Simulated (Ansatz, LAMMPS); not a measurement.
# Amorphous 84SiO2-16PbO (mol %) (122 atoms) under strain

How stiff is amorphous 84SiO2-16PbO (mol %) (122 atoms)?

Calculated with Ansatz 0.2.0; Kohn-Sham DFT, PBE, PAW (set soft_2), plane waves.

## (1) Set-up

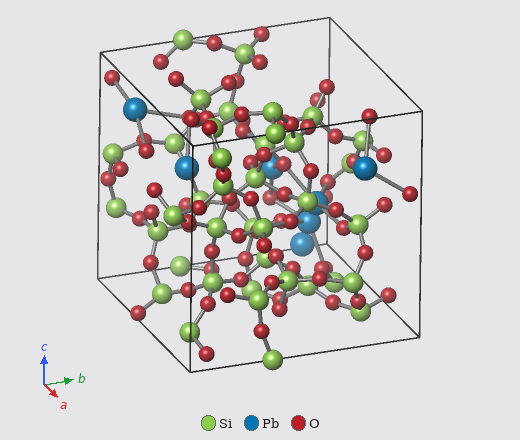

The starting structure, seen slightly off an axis (silicon green, lead blue, oxygen red). Bonds to atoms that aren't drawn are left out. Some periodic images of atoms are drawn too.

The cell holds 122 atoms: 36 Si, 7 Pb and 79 O. Its edges and angles: a = 12.166 Å, b = 12.166 Å, c = 12.166 Å, α = 90.0°, β = 90.0°, γ = 90.0°. 122 atoms (36 Si, 7 Sr, 79 O) placed at random at 2.61 g/cm³, melted at 5000 K for 10 ps at fixed volume with the Morse and Coulomb pair potential with partial charges (Pedone, Malavasi, Menziani, Cormack and Segre, J. Phys. Chem. B 110, 11780 (2006)). Quenched from 5000 K to 300 K at 100 K/ps and fixed volume, held 10 ps at zero pressure, then minimised at fixed cell. Then Sr was replaced by Pb and the cell scaled by 1.008 (the potential has no terms for the new elements, so the cell is a start for a DFT relaxation).

Limits known from the start: The quench rate of 100 K/ps is orders of magnitude faster than experiment, which tends to freeze in extra defects. The starting topology of bonds comes from the classical model, and needn't be the one that DFT or experiment would give. Sampling is at Γ alone. Spin–orbit coupling is left out, which matters for the levels of the heavy elements.

## (2) Single point at the start

A single point comes first, to see the forces before anything moves.

input.yaml

```yaml
crystal:
  lattice:
    - [12.16623, 0.0, 0.0]
    - [0.0, 12.16623, 0.0]
    - [0.0, 0.0, 12.16623]
  atoms:
    - { symbol: Si, position: [0.79647, 0.21731, 0.70792] }
    - { symbol: Si, position: [0.0163, 0.07094, 0.30937] }
    - { symbol: Si, position: [0.79754, 0.50484, 0.24229] }
    - { symbol: Si, position: [0.00241, 0.35934, 0.0008] }
    - { symbol: Si, position: [0.61596, 0.24532, 0.88193] }
    - { symbol: Si, position: [0.34623, 0.53295, 0.01068] }
    - { symbol: Si, position: [0.96422, 0.31023, 0.25564] }
    - { symbol: Si, position: [0.69155, 0.04594, 0.55668] }
    - { symbol: Si, position: [0.66727, 0.57879, 0.78912] }
    - { symbol: Si, position: [0.05243, 0.03904, 0.56815] }
    - { symbol: Si, position: [0.9542, 0.14465, 0.90497] }
    - { symbol: Si, position: [0.74279, 0.83196, 0.41834] }
    - { symbol: Si, position: [0.74633, 0.6081, 0.55551] }
    - { symbol: Si, position: [0.73639, 0.1045, 0.05212] }
    - { symbol: Si, position: [0.56051, 0.50766, 0.24527] }
    - { symbol: Si, position: [0.35707, 0.29522, 0.89375] }
    - { symbol: Si, position: [0.37961, 0.87992, 0.00529] }
    - { symbol: Si, position: [0.52874, 0.70408, 0.07961] }
    - { symbol: Si, position: [0.47424, 0.95715, 0.65788] }
    - { symbol: Si, position: [0.27417, 0.14906, 0.3002] }
    - { symbol: Si, position: [0.75143, 0.84387, 0.03755] }
    - { symbol: Si, position: [0.32418, 0.54916, 0.27429] }
    - { symbol: Si, position: [0.84035, 0.37526, 0.51368] }
    - { symbol: Si, position: [0.19425, 0.36422, 0.36908] }
    - { symbol: Si, position: [0.54648, 0.46144, 0.60027] }
    - { symbol: Si, position: [0.08349, 0.53002, 0.69034] }
    - { symbol: Si, position: [0.62182, 0.26242, 0.44193] }
    - { symbol: Si, position: [0.39201, 0.12296, 0.07635] }
    - { symbol: Si, position: [0.58543, 0.26456, 0.18486] }
    - { symbol: Si, position: [0.46389, 0.74157, 0.79449] }
    - { symbol: Si, position: [0.06479, 0.30194, 0.5769] }
    - { symbol: Si, position: [0.10732, 0.58587, 0.94715] }
    [... 84 atom lines left out ...]
    - { symbol: O, position: [0.62953, 0.81513, 0.35948] }
    - { symbol: O, position: [0.04335, 0.68492, 0.99323] }
    - { symbol: O, position: [0.88332, 0.1831, 0.79877] }
    - { symbol: O, position: [0.88307, 0.40026, 0.95235] }
    - { symbol: O, position: [0.739, 0.94705, 0.4867] }
    - { symbol: O, position: [0.67754, 0.23404, 0.76586] }
kpoints:
  mp_grid: { grid: [1, 1, 1] }
hamiltonian:
  xc: pbe
scf:
  occupations: { method: gaussian, width: 0.05 }
output:
  forces: true
```

Launch:

```
$ ansatz run input.yaml --threads 4 --pin off --max-ram 8192MiB --backend cpu --events-out ev --progress --plain --runs-dir out
```

Numbers of over 12 decimals in the logs are rounded to 6 here.

Output:

```text
[...]
Pseudopotentials: kind: paw
Pseudopotential: Si, paw, valence charge 4, recommended cutoff 420 eV (normal), Si.paw.azcp
Pseudopotential: Pb, paw, valence charge 14, recommended cutoff 420 eV (normal), Pb.paw.azcp
Pseudopotential: O, paw, valence charge 6, recommended cutoff 420 eV (normal), O.paw.azcp
[...]
Crystal: 122 atoms, lattice volume = 1800.811 Å³
Basis set: ecut = 420 eV, 35273 PW (Γ), exchange–correlation on 180×180×180 points (8 copies of the dense FFT grid, shifted against one another)
Bands: 480, of which v1, the nominal top of the filled ones, is band 358 counted from 1 (357 counted from 0)
Symmetry: 1 space group operations
Space group: P1 (ITA 1), of the structure as read, at distance tolerance 1.2e-4 Å
k-points: 1
[...]
Initial density: superposition of atomic densities (neutral atoms: chi_scale 0, normalization atom), corrected by the library's trained network
Initial wavefunctions: pseudopotential atomic-orbital guess
[...]
SCF iter   1: F=—  HF=-151167.399080 eV  |F-HF|=—  |Δ(HF+E_count)|=         —  Δρ=2.28e-3  dr2=1.53e-1  ethr=1.77e-3  ⟨swp⟩=6.0  Hψ=2280  notcnv=0  defer=66
preconditioner: auto → Resta (q_TF=auto, 2.340 Å⁻¹)  ε∞=3.1  [insulator: Δε(μ)=2.373 eV  Ē_g=16.164 eV  σ=0.050 eV  W_gap=1.00  n_scr=388 (ndim 8)  ℏωp=23.4 eV  f_vac=0.167  D(μ)=0.00/eV (n_scr^D=0)  ε∞_Penn≈3.1]
SCF iter   2: F=—  HF=-151167.388591 eV  |F-HF|=—  |Δ(HF+E_count)|=   1.05e-2  Δρ=1.24e-3  dr2=3.64e-2  ethr=2.14e-5  ⟨swp⟩=2.0  Hψ=803  notcnv=0  defer=105
SCF iter   3: F=—  HF=-151167.388085 eV  |F-HF|=—  |Δ(HF+E_count)|=   5.06e-4  Δρ=7.09e-4  dr2=1.29e-2  ethr=5.08e-6  ⟨swp⟩=2.0  Hψ=665  notcnv=0  defer=40
automatic band count: iteration 3 solves 415 bands in place of 480: the levels show a gap, and the empty bands left out lie too high to hold charge; the band table lists the bands solved (type scf.n_extra_bands for more)
SCF iter   4: F=—  HF=-151167.386445 eV  |F-HF|=—  |Δ(HF+E_count)|=   1.64e-3  Δρ=2.32e-4  dr2=1.24e-3  ethr=1.80e-6  ⟨swp⟩=2.0  Hψ=660  notcnv=0  defer=40
SCF iter   5: F=—  HF=-151167.386402 eV  |F-HF|=—  |Δ(HF+E_count)|=   4.26e-5  Δρ=1.17e-4  dr2=2.56e-4  ethr=1.73e-7  ⟨swp⟩=2.0  Hψ=666  notcnv=0  defer=40
[...]
SCF iter   9: F=—  HF=-151167.390645 eV  |F-HF|=—  |Δ(HF+E_count)|=   4.84e-7  Δρ=3.67e-6  dr2=2.33e-7  ethr=1.73e-10  ⟨swp⟩=2.0  Hψ=660  notcnv=0  defer=50
SCF iter  10: F=-151167.390645 eV  HF=-151167.390645 eV  |F-HF|=6.64e-9  |Δ(HF+E_count)|=  3.78e-10  Δρ=1.39e-6  dr2=3.74e-8  ethr=1.40e-11  ⟨swp⟩=4.0  Hψ=1405  notcnv=0
SCF 1 converged in 10 iterations: F = -151167.390645 eV  dr2 = 3.74e-8
[...]
SCF converged after 10 iterations
Free energy (F): -151167.390645 eV
Harris-Foulkes:  -151167.390645 eV  (|F-HF|=6.64e-9)
Internal energy: -151167.390645 eV  (E = F + TS)
E sigma→0 (E₀):  -151167.390645 eV
Fermi energy:    4.700605 eV
--- Per-component energies (eV) ---
[...]
Σ components = -151167.390645   (vs F -151167.390645, Δ=0.00e0)
--- Forces (eV/Å), atoms counted from 1 ---
  atom   1  Si    -0.94512125     0.45488233    -0.10663234
  atom   2  Si     2.14491183     1.60667379     0.81516327
  atom   3  Si    -0.82743992    -0.47390221    -2.19828849
  atom   4  Si    -1.90955541     0.78208941     0.70324395
[...]
atom 122  O     -0.68541479     0.06959510    -0.67152751
  max |Σ_I F_I| component: 3.13e-5 eV/Å
```

Run time: 26 s. Hardware: 4 threads of Arm Neoverse V1, shared host; peak memory 2.7 GiB.

The r.m.s. force at the start is 0.92 eV/Å.

## (3) Cell and atoms relaxed

The cell is relaxed with the atoms, since the starting lattice needn't suit this functional.

input.yaml

```yaml
crystal:
  lattice:
    - [12.16623, 0.0, 0.0]
    - [0.0, 12.16623, 0.0]
    - [0.0, 0.0, 12.16623]
  atoms:
    [... the 122 atom lines of step 2 ...]
kpoints:
  mp_grid: { grid: [1, 1, 1] }
hamiltonian:
  xc: pbe
scf:
  occupations: { method: gaussian, width: 0.05 }
output:
  forces: true
relax:
  f_tol: 0.05
  max_steps: 150
  cell: {}
```

Output:

```text
[...]
Crystal: 122 atoms, lattice volume = 1800.811 Å³
Basis set: ecut = 420 eV, 35273 PW (Γ), exchange–correlation on 180×180×180 points (8 copies of the dense FFT grid, shifted against one another)
Bands: 480, of which v1, the nominal top of the filled ones, is band 358 counted from 1 (357 counted from 0)
Symmetry: 1 space group operations
[...]
k-points: 1
[...]
SCF iter   1: F=—  HF=-151167.399081 eV  |F-HF|=—  |Δ(HF+E_count)|=         —  Δρ=2.28e-3  dr2=1.53e-1  ethr=1.77e-3  ⟨swp⟩=6.0  Hψ=2280  notcnv=0  defer=66
[...]
SCF iter  10: F=-151167.390645 eV  HF=-151167.390645 eV  |F-HF|=6.46e-9  |Δ(HF+E_count)|=   1.08e-9  Δρ=1.39e-6  dr2=3.77e-8  ethr=1.40e-11  ⟨swp⟩=4.0  Hψ=1460  notcnv=0
SCF 1 converged in 10 iterations: F = -151167.390645 eV  dr2 = 3.77e-8
[...]
relax step   1: F+E_penalty+E_count = -151167.39064488 eV  Δ(F+E_penalty+E_count) = +0.000e0 eV  max|allowed force component| = 2.770e0 eV/Å  Δτ_max = 0.0000 Å  P = +1.645 GPa  Ω = 1800.811 Å³  (10 SCF iters, dr2 threshold 1.00e-7 eV, accepted)
[... from here on, the SCF cycles and remarks between the steps are left out ...]
relax step   2: F+E_penalty+E_count = -151170.50579421 eV  Δ(F+E_penalty+E_count) = -3.115e0 eV  max|allowed force component| = 1.859e0 eV/Å  Δτ_max = 0.1949 Å  P = +1.315 GPa  Ω = 1792.305 Å³  energy of the carried Pulay correction = +2.670e-2 eV  (8 SCF iters, dr2 threshold 1.22e-5 eV, accepted)
relax step   3: F+E_penalty+E_count = -151172.71555509 eV  Δ(F+E_penalty+E_count) = -2.210e0 eV  max|allowed force component| = 8.741e-1 eV/Å  Δτ_max = 0.1988 Å  P = +0.302 GPa  Ω = 1793.687 Å³  energy of the carried Pulay correction = +2.236e-2 eV  (8 SCF iters, dr2 threshold 1.22e-5 eV, accepted)
relax step   4: F+E_penalty+E_count = -151173.40916266 eV  Δ(F+E_penalty+E_count) = -6.936e-1 eV  max|allowed force component| = 5.319e-1 eV/Å  Δτ_max = 0.1998 Å  P = -0.277 GPa  Ω = 1802.978 Å³  energy of the carried Pulay correction = -6.783e-3 eV  (8 SCF iters, dr2 threshold 1.22e-5 eV, accepted)
relax step   5: F+E_penalty+E_count = -151173.87167148 eV  Δ(F+E_penalty+E_count) = -4.625e-1 eV  max|allowed force component| = 5.748e-1 eV/Å  Δτ_max = 0.1914 Å  P = -0.229 GPa  Ω = 1808.043 Å³  energy of the carried Pulay correction = -2.261e-2 eV  (7 SCF iters, dr2 threshold 1.22e-5 eV, accepted)
relax step   6: F+E_penalty+E_count = -151174.30818383 eV  Δ(F+E_penalty+E_count) = -4.365e-1 eV  max|allowed force component| = 3.734e-1 eV/Å  Δτ_max = 0.2000 Å  P = -0.168 GPa  Ω = 1823.397 Å³  energy of the carried Pulay correction = -7.030e-2 eV  (7 SCF iters, dr2 threshold 1.22e-5 eV, accepted)
relax step   7: F+E_penalty+E_count = -151174.50956093 eV  Δ(F+E_penalty+E_count) = -2.014e-1 eV  max|allowed force component| = 5.799e-1 eV/Å  Δτ_max = 0.1973 Å  P = +0.039 GPa  Ω = 1833.104 Å³  energy of the carried Pulay correction = -1.002e-1 eV  (7 SCF iters, dr2 threshold 8.72e-6 eV, accepted)
relax step   8: F+E_penalty+E_count = -151174.70015900 eV  Δ(F+E_penalty+E_count) = -1.906e-1 eV  max|allowed force component| = 2.587e-1 eV/Å  Δτ_max = 0.2000 Å  P = -0.036 GPa  Ω = 1845.009 Å³  energy of the carried Pulay correction = -1.368e-1 eV  (7 SCF iters, dr2 threshold 1.22e-5 eV, accepted)
relax step   9: F+E_penalty+E_count = -151174.77214862 eV  Δ(F+E_penalty+E_count) = -7.199e-2 eV  max|allowed force component| = 2.486e-1 eV/Å  Δτ_max = 0.0887 Å  P = -0.052 GPa  Ω = 1849.402 Å³  energy of the carried Pulay correction = -1.502e-1 eV  (7 SCF iters, dr2 threshold 4.18e-6 eV, accepted)
relax step  10: F+E_penalty+E_count = -151174.94465108 eV  Δ(F+E_penalty+E_count) = -1.725e-1 eV  max|allowed force component| = 1.613e-1 eV/Å  Δτ_max = 0.2000 Å  P = +0.061 GPa  Ω = 1842.557 Å³  energy of the carried Pulay correction = -1.293e-1 eV  (8 SCF iters, dr2 threshold 3.86e-6 eV, accepted)
relax step  11: F+E_penalty+E_count = -151174.97663938 eV  Δ(F+E_penalty+E_count) = -3.199e-2 eV  max|allowed force component| = 2.031e-1 eV/Å  Δτ_max = 0.1234 Å  P = -0.197 GPa  Ω = 1846.421 Å³  energy of the carried Pulay correction = -1.411e-1 eV  (8 SCF iters, dr2 threshold 1.63e-6 eV, accepted)
relax step  12: F+E_penalty+E_count = -151175.06692610 eV  Δ(F+E_penalty+E_count) = -9.029e-2 eV  max|allowed force component| = 1.638e-1 eV/Å  Δτ_max = 0.2000 Å  P = -0.015 GPa  Ω = 1844.153 Å³  energy of the carried Pulay correction = -1.341e-1 eV  (9 SCF iters, dr2 threshold 2.58e-6 eV, accepted)
relax step  13: F+E_penalty+E_count = -151175.09420945 eV  Δ(F+E_penalty+E_count) = -2.728e-2 eV  max|allowed force component| = 2.461e-1 eV/Å  Δτ_max = 0.1590 Å  P = -0.118 GPa  Ω = 1845.298 Å³  energy of the carried Pulay correction = -1.376e-1 eV  (8 SCF iters, dr2 threshold 1.68e-6 eV, accepted)
relax step  14: F+E_penalty+E_count = -151175.12655245 eV  Δ(F+E_penalty+E_count) = -3.234e-2 eV  max|allowed force component| = 1.390e-1 eV/Å  Δτ_max = 0.1088 Å  P = +0.063 GPa  Ω = 1844.145 Å³  energy of the carried Pulay correction = -1.341e-1 eV  (7 SCF iters, dr2 threshold 3.78e-6 eV, accepted)
[...]
relax step  25: F+E_penalty+E_count = -151175.22954369 eV  Δ(F+E_penalty+E_count) = +6.170e-2 eV  max|allowed force component| = 2.543e-1 eV/Å  Δτ_max = 0.2000 Å  P = +0.011 GPa  Ω = 1861.365 Å³  energy of the carried Pulay correction = -1.865e-1 eV  (9 SCF iters, dr2 threshold 1.26e-6 eV, rejected (line search))
relax step  26: F+E_penalty+E_count = -151175.31167733 eV  Δ(F+E_penalty+E_count) = -2.043e-2 eV  max|allowed force component| = 1.797e-1 eV/Å  Δτ_max = 0.0859 Å  P = +0.059 GPa  Ω = 1859.953 Å³  energy of the carried Pulay correction = -1.822e-1 eV  (12 SCF iters, accepted)
relax step  27: F+E_penalty+E_count = -151175.31401885 eV  Δ(F+E_penalty+E_count) = -2.342e-3 eV  max|allowed force component| = 7.425e-2 eV/Å  Δτ_max = 0.0613 Å  P = -0.006 GPa  Ω = 1860.680 Å³  energy of the carried Pulay correction = -1.844e-1 eV  (7 SCF iters, dr2 threshold 2.02e-6 eV, accepted)
relax step  28: F+E_penalty+E_count = -151175.27857490 eV  Δ(F+E_penalty+E_count) = +3.544e-2 eV  max|allowed force component| = 4.708e-1 eV/Å  Δτ_max = 0.1352 Å  P = +0.052 GPa  Ω = 1864.793 Å³  energy of the carried Pulay correction = -1.969e-1 eV  (9 SCF iters, dr2 threshold 3.45e-7 eV, rejected (line search))
relax step  29: F+E_penalty+E_count = -151175.31374258 eV  Δ(F+E_penalty+E_count) = +2.763e-4 eV  max|allowed force component| = 3.003e-2 eV/Å  Δτ_max = 0.0351 Å  P = -0.002 GPa  Ω = 1862.419 Å³  energy of the carried Pulay correction = -1.897e-1 eV  (12 SCF iters, accepted)
relax step  30: F+E_penalty+E_count = -151175.83014259 eV  Δ(F+E_penalty+E_count) = -5.164e-1 eV  max|allowed force component| = 2.937e-2 eV/Å  Δτ_max = 0.0000 Å  P = +0.419 GPa  Ω = 1862.419 Å³  stress off target by 8.79e-1 GPa  SCF on the basis re-selected at this cell (its energy is not comparable with the rows above)  (9 SCF iters)
relax step  31: F+E_penalty+E_count = -151175.83940421 eV  Δ(F+E_penalty+E_count) = -9.262e-3 eV  max|allowed force component| = 9.196e-2 eV/Å  Δτ_max = 0.0542 Å  P = -0.011 GPa  Ω = 1880.169 Å³  energy of the carried Pulay correction = -5.669e-2 eV  (8 SCF iters, dr2 threshold 1.93e-6 eV, accepted)
relax step  32: F+E_penalty+E_count = -151175.83485787 eV  Δ(F+E_penalty+E_count) = +4.546e-3 eV  max|allowed force component| = 8.332e-2 eV/Å  Δτ_max = 0.1125 Å  P = -0.051 GPa  Ω = 1891.571 Å³  energy of the carried Pulay correction = -9.542e-2 eV  (8 SCF iters, dr2 threshold 5.29e-7 eV, accepted)
relax step  33: F+E_penalty+E_count = -151175.82504984 eV  Δ(F+E_penalty+E_count) = +9.808e-3 eV  max|allowed force component| = 6.704e-2 eV/Å  Δτ_max = 0.0515 Å  P = -0.043 GPa  Ω = 1897.396 Å³  energy of the carried Pulay correction = -1.160e-1 eV  (8 SCF iters, dr2 threshold 4.34e-7 eV, accepted)
relax step  34: F+E_penalty+E_count = -151175.82039595 eV  Δ(F+E_penalty+E_count) = +4.654e-3 eV  max|allowed force component| = 4.915e-2 eV/Å  Δτ_max = 0.0372 Å  P = -0.005 GPa  Ω = 1900.465 Å³  energy of the carried Pulay correction = -1.269e-1 eV  (7 SCF iters, dr2 threshold 2.81e-7 eV, accepted)
relax step  35: F+E_penalty+E_count = -151175.95689463 eV  Δ(F+E_penalty+E_count) = -1.365e-1 eV  max|allowed force component| = 4.924e-2 eV/Å  Δτ_max = 0.0000 Å  P = +0.029 GPa  Ω = 1900.465 Å³  stress off target by 1.04e-1 GPa  SCF on the basis re-selected at this cell (its energy is not comparable with the rows above)  (7 SCF iters)
relax step  36: F+E_penalty+E_count = -151175.94624696 eV  Δ(F+E_penalty+E_count) = +1.065e-2 eV  max|allowed force component| = 4.836e-2 eV/Å  Δτ_max = 0.0613 Å  P = +0.011 GPa  Ω = 1906.359 Å³  energy of the carried Pulay correction = -1.799e-2 eV  (9 SCF iters, dr2 threshold 2.69e-8 eV, accepted)
relax step  37: F+E_penalty+E_count = -151175.96168684 eV  Δ(F+E_penalty+E_count) = -1.544e-2 eV  max|allowed force component| = 4.842e-2 eV/Å  Δτ_max = 0.0000 Å  P = +0.014 GPa  Ω = 1906.359 Å³  stress off target by 4.23e-2 GPa  SCF on the basis re-selected at this cell (its energy is not comparable with the rows above)  (5 SCF iters)
[...]
SCF converged after 5 iterations
Free energy (F): -151175.961687 eV
[...]
Internal energy: -151175.961687 eV  (E = F + TS)
E sigma→0 (E₀):  -151175.961687 eV
Fermi energy:    4.405466 eV
[...]
--- Forces (eV/Å), atoms counted from 1 ---
  atom   1  Si     0.01523481     0.00513855    -0.00783266
  atom   2  Si     0.01914892    -0.04842346    -0.00535029
  atom   3  Si     0.00703530    -0.01557098    -0.01007293
  atom   4  Si    -0.01041646    -0.02481314    -0.00494343
  atom   5  Si     0.02677758    -0.00079627     0.00760595
  atom   6  Si     0.01477218     0.00579483     0.01194933
  atom   7  Si    -0.00790819    -0.02427287    -0.01471423
  atom   8  Si    -0.00032352    -0.01274446    -0.02776935
  atom   9  Si    -0.00562577    -0.01076594     0.00745794
  atom  10  Si    -0.02622138     0.00698445    -0.00852136
  atom  11  Si     0.04184607     0.00896841     0.01152709
  atom  12  Si    -0.03991912    -0.00470077    -0.00751038
  atom  13  Si     0.00124911     0.00437205    -0.00623080
  atom  14  Si     0.00697523    -0.00188914     0.00877239
[...]
atom 121  O      0.01159016     0.01340011     0.00922103
  atom 122  O     -0.02310142    -0.00518202    -0.00748910
  max |Σ_I F_I| component: 3.40e-5 eV/Å
--- Stress (GPa, compression-positive) ---
        0.022381       0.008601      -0.004483
        0.008600      -0.017373      -0.011673
       -0.004482      -0.011673       0.037952
  P = ⅓ Tr σ = 0.0143 GPa (0.143 kbar)
--- Relaxed structure (34 steps of the walk, 31 accepted, 3 SCFs on fresh bases) ---
  F+E_penalty+E_count = -151175.96168684 eV   max|allowed force component| = 4.842e-2 eV/Å   (the final SCF, on the basis selected at the relaxed cell)
  cell:  # Å, volume = 1906.3587 Å³
    - [12.545440, 0.490884, -0.110937]
    - [0.490884, 11.815980, -0.326713]
    - [-0.110937, -0.326713, 12.890967]
  atoms:
    - { symbol: Si, position: [0.783402, 0.202033, 0.712004] }
    - { symbol: Si, position: [0.030895, 0.095099, 0.344549] }
    - { symbol: Si, position: [0.792568, 0.504525, 0.208594] }
    - { symbol: Si, position: [-0.00161242, 0.319676, -0.00884197] }
[...]
- { symbol: O, position: [0.666137, 0.237147, 0.761314] }
```

The job ended after 19 min (4 threads; peak memory 2.8 GiB; 73 min of CPU time).

The relaxation converged after 34 steps, with a largest force component of 0.048 eV/Å.

(Continued in part 2 of 2.)

[Logs are printed without paths, hosts, clocks, repeated set-up lines and the standing remarks that a program may print on its own settings, such as how far it seeks lower states.]

[Hosts, paths, dates, database ids (printed as entryN), source tags and the programs' standing remarks are cut or masked in the printed files.]
